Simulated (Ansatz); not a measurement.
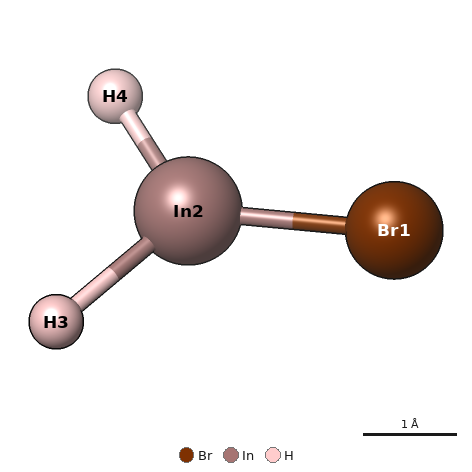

Source: calculation with Ansatz.

Orthographic view. Depth is shown by fading: the farther an atom, the more it takes the colour of the background. Geometry: atoms displaced at random (about 0.13 Å) from a stationary point of GFN2-xTB.

List all interatomic distances (Å) as a matrix.

| atom | Br1 | In2 | H3 | H4 |
| --- | --- | --- | --- | --- |
| Br1 | 0.00 |  |  |  |
| In2 | 2.25 | 0.00 |  |  |
| H3 | 3.78 | 1.96 | 0.00 |  |
| H4 | 3.51 | 1.67 | 2.89 | 0.00 |
